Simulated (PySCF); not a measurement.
## A study: CH3Cl, SMILES `CCl`

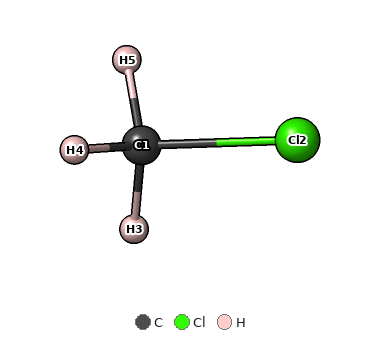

The molecule, with its atoms numbered as below. No frequency check shows the geometry to be a minimum.

Geometry (Å), atoms numbered from 1:

```
C1      -1.1228    0.0000    0.0000
Cl2      0.6544    0.0000    0.0000
H3      -1.4628    0.6904   -0.7654
H4      -1.4629   -1.0081   -0.2152
H5      -1.4628    0.3177    0.9806
```

### 1. Bonding charge

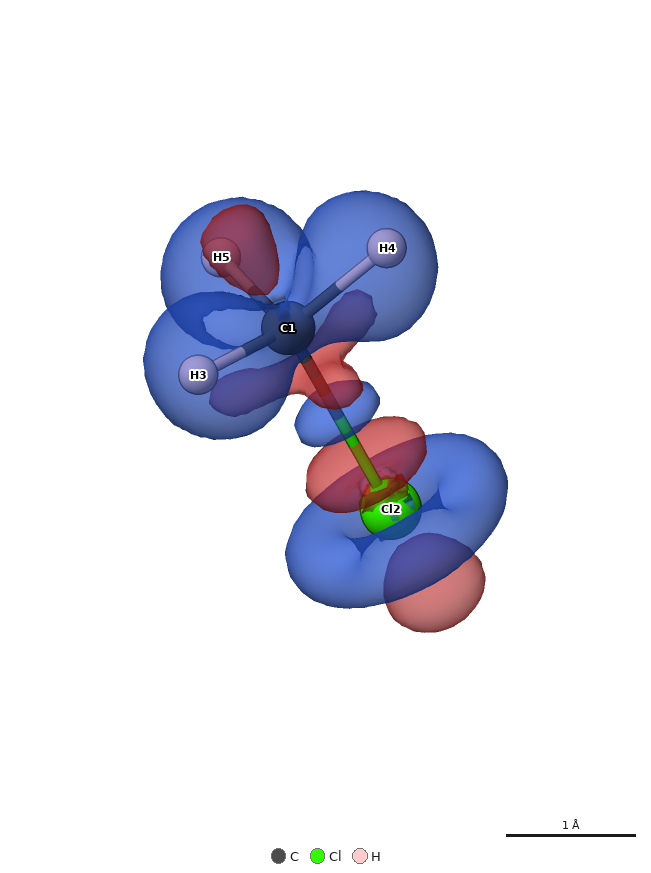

Deformation density (molecule less spherical, spin-averaged free atoms at the same positions), surfaces at ±0.08 e/Å³; blue: gain, red: loss.

Computed with PySCF, M06-2X/aug-cc-pVDZ, geometry: GFN2-xTB.

Q: Describe the bonding that the map shows.

A: C1–H5, C1–H3 and C1–H4: +0.76 e/Å³ at the bond critical point (bond length 1.08 Å). C1–Cl2: +0.15 e/Å³ at the bond critical point (bond length 1.78 Å). In all, 1.2 electrons gather in the regions of gain relative to the promolecule.

Q: Where do the Hirshfeld charges lie?

A: The highest Hirshfeld charge is on H3, H4 and H5 (+0.06 e), the lowest on C1 (−0.10 e).

```tsv
atom	charge (e)
C1	−0.10
Cl2	−0.07
H3	+0.06
H4	+0.06
H5	+0.06
```

### 2. Bond critical points

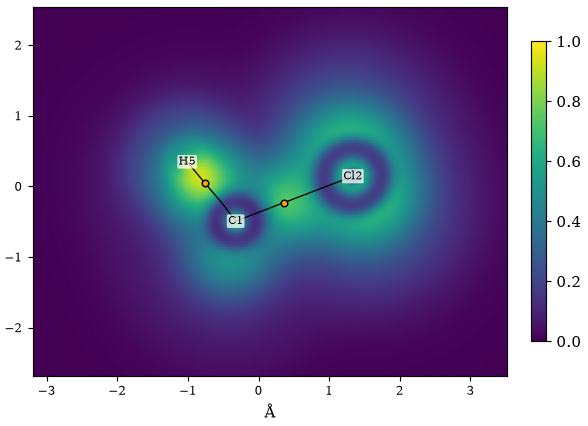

Localised orbital locator (LOL) in the plane of C1, Cl2 and H5, with bond paths and bond critical points (dots).

Q: What values does LOL take at the bond critical points in this plane?

A: C1–H5: about 0.90; C1–Cl2: about 0.72. Values above 0.5 mark slow, localised electrons, as in shared pairs; low values at a critical point mark a polar or closed-shell contact whose critical point lies between the shells.

Q: Where along C1–H5 does the critical point lie?

A: 0.70 Å from C1 and 0.39 Å from H5.

### 3. Local ionisation energy

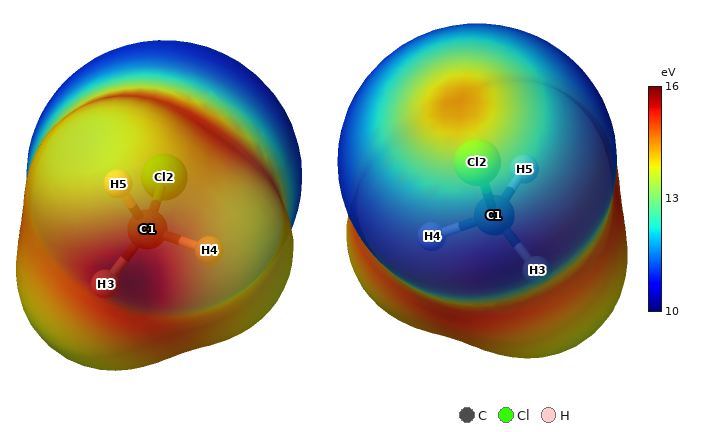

Average local ionisation energy on the surface of electron density 0.001 a.u. (back view left, front view right).

Q: Locate the minima of the map.

A: The lowest value is 10.9 eV, 2.2 Å from Cl2, and at like points elsewhere. Further minima include 13.7 eV, 1.3 Å from H4, and at like points elsewhere. For comparison, the highest occupied orbital lies at −9.8 eV.

Q: What volume does the surface enclose, and what is the dipole moment?

A: About 64 Å³; the dipole moment is 2.0 D.

The PySCF run shown took 7 s on 1 thread of Arm Neoverse V2, on a shared host.
